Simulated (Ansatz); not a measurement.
# BH3O3 (boric acid) at BLYP/def2-SVPD

Aim: the vertical singlet–triplet gap of BH3O3 (boric acid) at BLYP/def2-SVPD, from 2 runs. 

Program for the calculation: Ansatz 0.2.0.

54 further runs of the same task are left out: 1 that didn't finish, 53 set aside as unsound or not needed.

## (1) The structure to begin with

BH3O3 has 7 atoms, charge 0, and is taken as a singlet. As SMILES, `OB(O)O`. The coordinates come from a PBE0-D4/def2-TZVP relaxation. This is a higher conformer, about 20 kJ/mol above the lowest found by a separate search.

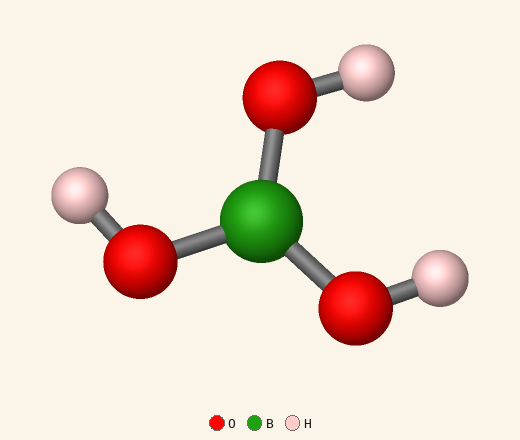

The structure, seen from a chosen angle (oxygen red, boron green, hydrogen pink).

## (2) The energy at BLYP/def2-SVPD

The input, job.yaml:

```yaml
crystal:
  periodic: [false, false, false]
  atoms:
    - {symbol: O, position_ang: [-1.109700, 0.802600, 0.321900]}
    - {symbol: B, position_ang: [-0.012200, -0.006800, 0.228700]}
    - {symbol: O, position_ang: [0.501200, -0.469300, 1.400100]}
    - {symbol: O, position_ang: [0.600700, -0.381300, -0.945400]}
    - {symbol: H, position_ang: [-1.457400, 1.118600, -0.511500]}
    - {symbol: H, position_ang: [1.266800, -1.028200, 1.254500]}
    - {symbol: H, position_ang: [0.210500, -0.035700, -1.748300]}
basis:
  gaussian: {orbitals: def2-SVPD}
output: {orbitals: {seedname: orbitals}}
hamiltonian: {xc: {name: BLYP}}
accuracy: high
```

On the command line:

```sh
ansatz run job.yaml --threads 1 --pin off --max-ram 3480MiB --events-out events.jsonl --progress --plain --runs-dir runs
```

The log of the run:

```text
Warning: RAYON_NUM_THREADS=1 ignored (pool sized by the plan → 1); use --threads N
Functional definition: BLYP
  name "BLYP"
  parameter beta = 0.0042
  parameter a = 0.04918
  parameter b = 0.132
  parameter c = 0.2533
  parameter d = 0.349
  exchange = b88_x(beta = beta)
  correlation = lyp_c(a = a, b = b, c = c, d = d)
2240 factors; integrals over basis functions are off by at most 3.4e-9 eV
mean field evaluation 1: about -6850.0658 eV, gradient 9.3e1 eV
mean field evaluation 2: about -6792.0306 eV, gradient 1.9e2 eV
mean field evaluation 4: about -6864.4898 eV, gradient 1.3e1 eV
mean field evaluation 8: about -6864.7907 eV, gradient 4.9e-1 eV
mean field evaluation 16: about -6864.7912 eV, gradient 6.7e-6 eV
mean field -6864.79117631 eV, -252.2764226068 hartree, gradient 9.6e-8 eV, S^2 0.000000; 0 other end points of the search recorded, 0 dependent functions left out
reference -6864.79122683 eV, -252.2764244634 hartree; 16, 16 occupied and 97, 97 virtual orbitals, 2240 factors
Total energy: -6864.79122683 eV, -252.2764244634 hartree
```

Wall time 8.7 s (1 thread of Arm Neoverse V1, shared host); peak memory 0.3 GiB.

## (3) The triplet, same level

job.yaml, as its differences from that of step 2:

```diff
@@ -12,4 +12,5 @@
   gaussian: {orbitals: def2-SVPD}
-output: {orbitals: {seedname: orbitals}}
+magnetization: {spin_polarized: true, initial_magnetization: 2}
 hamiltonian: {xc: {name: BLYP}}
 accuracy: high
+output: {orbitals: {seedname: orbitals}}
```

On the command line:

```sh
ansatz run job.yaml --threads 1 --pin off --max-ram 3480MiB --events-out events.jsonl --progress --plain --runs-dir runs
```

The log of the run (excerpt; [...] marks lines left out):

```text
Warning: RAYON_NUM_THREADS=1 ignored (pool sized by the plan → 1); use --threads N
Functional definition: BLYP
  name "BLYP"
[...]
2240 factors; integrals over basis functions are off by at most 3.4e-9 eV
[...]
mean field -6857.79380117 eV, -252.0192738133 hartree, gradient 1.3e-8 eV, S^2 2.003820; 18 other end points of the search recorded, 0 dependent functions left out
reference -6857.79384373 eV, -252.0192753774 hartree; 17, 15 occupied and 96, 98 virtual orbitals, 2240 factors
Total energy: -6857.79384373 eV, -252.0192753774 hartree
```

It took 72 s on 1 thread of Arm Neoverse V1, shared host; peak memory 0.42 GiB.

## (4) What came out

At BLYP/def2-SVPD:

| quantity | value |
| --- | --- |
| singlet: total energy | -252.27642 Eh |
| singlet: HOMO energy | -7.52 eV |
| singlet: LUMO energy | -1.22 eV |
| singlet: HOMO–LUMO gap | 6.30 eV |
| triplet: total energy | -252.01928 Eh |
| triplet: HOMO energy (highest over α and β) | -2.22 eV |
| triplet: ⟨S²⟩ | 2.004 |
| vertical energy of the triplet above the singlet | 6.997 eV |

What this shows: At this shape the triplet lies 7.00 eV (161 kcal/mol) above the singlet.
